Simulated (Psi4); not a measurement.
# Si2NH6 (SMILES N[SiH][SiH3]): UCCSD/6-311+G(d,p)

Aim: the vertical doublet–quartet gap of Si2NH6 at UCCSD/6-311+G**, from 2 runs. 

The calculation is run with Psi4 1.11.

1 further run of the same task is left out (set aside as unsound or not needed).

### Step 1. Starting point

The species is Si2NH6 (9 atoms), meant as a doublet with charge 0. SMILES: `N[SiH][SiH3]`. The shape is that of a PBE0-D4/def2-TZVP optimisation. This is one conformer, not always the lowest.

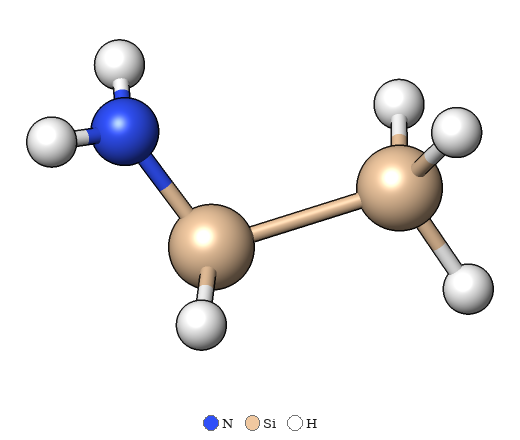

Viewed from a chosen angle; nitrogen blue, silicon light orange, hydrogen white.

### Step 2. A single-point energy at UCCSD/6-311+G(d,p)

h6nsi2.in

```
memory 1600 MB

molecule {
  0 2
  N     -0.800100     0.840300    -1.401300
  Si    -0.412600     0.902100     0.278900
  Si     0.627800    -1.077000     0.962500
  H     -1.356700     0.089900    -1.777700
  H     -0.920900     1.689300    -1.930000
  H      0.461600     2.102100     0.448200
  H      1.938500    -1.353900     0.307200
  H     -0.282400    -2.217000     0.659800
  H      0.833300    -1.021900     2.435300
  symmetry c1
  no_reorient
  no_com
}

set {
  reference       uhf
  puream          true
  e_convergence   1e-09
  d_convergence   1e-08
  scf_type        pk
  num_frozen_docc 11
  maxiter         100
}

E, wfn = energy("ccsd/6-311+G**", return_wfn=True)
```

Launch:

```sh
$ psi4 -i h6nsi2.in -o h6nsi2.out -n 1
```

h6nsi2.out:

```text
[...]
  Running in c1 symmetry.
[...]
  Nuclear repulsion =  142.943163932594899
[...]
  Multiplicity = 2
[...]
  Nalpha       = 21
  Nbeta        = 20
[...]
    Number of basis functions: 118
[...]
   @UHF iter   1:  -635.68475112679164   -6.99201e-01   4.32546e-03 DIIS/ADIIS
[...]
   @UHF iter  14:  -635.81903850034212   -4.54747e-12   5.39283e-09 DIIS
[...]
   @S^2 Observed:                7.578834506E-01
[...]
    Orbital Energies [Eh]
    ---------------------
    Alpha Occupied:
       1A    -68.786951     2A    -68.771976     3A    -15.549639
       4A     -6.133055     5A     -6.119587     6A     -4.245300
       7A     -4.237229     8A     -4.236802     9A     -4.226909
      10A     -4.226078    11A     -4.225633    12A     -1.150698
      13A     -0.751866    14A     -0.682349    15A     -0.665352
      16A     -0.539532    17A     -0.487923    18A     -0.478804
      19A     -0.463096    20A     -0.422276    21A     -0.289821
    Alpha Virtual:
      22A      0.056639    23A      0.066705    24A      0.073128
      25A      0.082170    26A      0.094401    27A      0.097092
[...]
  @UHF Final Energy:  -635.81903850034212
   => Energetics <=
    Nuclear Repulsion Energy =            142.9431639325948993
    One-Electron Energy =               -1164.6274181786131976
    Two-Electron Energy =                 385.8652157456761529
    Total Energy =                       -635.8190385003422307
  UHF NO Occupations:
  HONO-2 :   19  A 1.9990799
  HONO-1 :   20  A 1.9973478
[...]
 Multipole Moments:
 ------------------------------------------------------------------------------------
     Multipole            Electronic (a.u.)      Nuclear  (a.u.)        Total (a.u.)
 ------------------------------------------------------------------------------------
 L = 1.  Multiply by 2.5417464519 to convert [e a0] to [Debye]
 Dipole X            :          3.2309733           -3.6178807           -0.3869074
 Dipole Y            :         -4.9840104            5.1438345            0.1598241
 Dipole Z            :        -14.9430433           14.5760245           -0.3670188
 Magnitude           :                                                    0.5567261
[...]
      * MP2 total energy                      = -636.194912790457806
[...]
      * CCSD total energy                     = -636.242225400698544
[...]
```

Run time: 3.6 min. Hardware: 1 thread of Intel Xeon Platinum 8259CL at 2.50GHz (Skylake/Cascade Lake), shared host; peak memory 1.6 GiB.

### Step 3. The quartet at the same level

job.dat

```
memory 1600 MB

molecule {
  0 4
  N
  Si 1 1.725412
  Si 2 2.338071 1 110.75262
  H 1 1.007264 2 120.97602 3 55.17775
  H 1 1.007431 4 111.43586 2 -150.68691
  H 2 1.494285 1 105.6929 4 177.5601
  H 3 1.491317 2 114.82089 6 -55.22771
  H 3 1.489863 7 107.79356 2 120.97043
  H 3 1.488088 8 108.2875 7 -117.41671
  symmetry c1
}

set globals {
  reference       uhf
  puream          true
  e_convergence   1e-09
  d_convergence   1e-08
  scf_type        pk
  num_frozen_docc 11
  maxiter         100
}

E = energy("ccsd/6-311+G**")
```

Launch:

```sh
$ psi4 job.dat job.out -n 1
```

job.out:

```text
[...]
  Running in c1 symmetry.
[...]
  Nuclear repulsion =  142.943182637194582
[...]
  Multiplicity = 4
[...]
  Nalpha       = 22
  Nbeta        = 19
[...]
    Number of basis functions: 118
[...]
   @UHF iter   1:  -635.40299053207104   -4.17439e-01   4.65957e-03 DIIS/ADIIS
[...]
   @UHF iter  20:  -635.58588755741323   -2.44427e-11   7.33494e-09 DIIS
[...]
   @S^2 Observed:                3.763401961E+00
[...]
    Orbital Energies [Eh]
    ---------------------
    Alpha Occupied:
       1A    -68.834399     2A    -68.832933     3A    -15.552581
       4A     -6.179359     5A     -6.175337     6A     -4.292900
       7A     -4.286289     8A     -4.284855     9A     -4.283586
      10A     -4.283247    11A     -4.278751    12A     -1.161530
      13A     -0.826294    14A     -0.708636    15A     -0.673970
      16A     -0.578061    17A     -0.528051    18A     -0.522823
      19A     -0.509340    20A     -0.472829    21A     -0.322294
      22A     -0.145747
    Alpha Virtual:
      23A      0.055448    24A      0.064094    25A      0.075586
[...]
  @UHF Final Energy:  -635.58588755741323
   => Energetics <=
    Nuclear Repulsion Energy =            142.9431826371945817
    One-Electron Energy =               -1163.0800544960131901
    Two-Electron Energy =                 384.5509843014053786
    Total Energy =                       -635.5858875574132298
  UHF NO Occupations:
  HONO-2 :   20  A 1.0000000
  HONO-1 :   21  A 1.0000000
[...]
 Multipole Moments:
 ------------------------------------------------------------------------------------
     Multipole            Electronic (a.u.)      Nuclear  (a.u.)        Total (a.u.)
 ------------------------------------------------------------------------------------
 L = 1.  Multiply by 2.5417464519 to convert [e a0] to [Debye]
 Dipole X            :         -0.7100318            0.6385541           -0.0714777
 Dipole Y            :          1.0680573           -1.4755945           -0.4075372
 Dipole Z            :          0.6266496           -0.7682341           -0.1415846
 Magnitude           :                                                    0.4373120
[...]
      * MP2 total energy                      = -635.955906761266647
[...]
      * CCSD total energy                     = -636.005057873894998
[...]
```

It took 5 min on 1 thread of Intel Xeon Platinum 8259CL at 2.50GHz (Skylake/Cascade Lake), shared host; peak memory 1.6 GiB.

### Step 4. Summary of results

At UCCSD/6-311+G**, 11 core orbitals frozen:

| quantity | value |
| --- | --- |
| doublet: total energy | -636.24223 Eh |
| doublet: HOMO energy (Hartree–Fock orbitals) (highest over α and β) | -7.89 eV |
| doublet: LUMO energy (Hartree–Fock orbitals) (lowest over α and β) | 1.09 eV |
| doublet: correlation energy (11 core orbitals frozen) | -423.2 mEh |
| doublet: ⟨S²⟩ of the reference determinant | 0.758 |
| doublet: T1 diagnostic | 0.021 |
| quartet: total energy | -636.00506 Eh |
| quartet: HOMO energy (Hartree–Fock orbitals) (highest over α and β) | -3.97 eV |
| quartet: LUMO energy (Hartree–Fock orbitals) (lowest over α and β) | -2.47 eV |
| quartet: correlation energy (11 core orbitals frozen) | -419.2 mEh |
| quartet: ⟨S²⟩ of the reference determinant | 3.763 |
| quartet: T1 diagnostic | 0.065 |
| vertical energy of the quartet above the doublet | 6.454 eV |

What this shows: At this shape the quartet lies 6.45 eV (623 kJ/mol) above the doublet. The T1 diagnostic (quartet) of 0.065 is above the customary mark for such species, so a single reference may not serve.
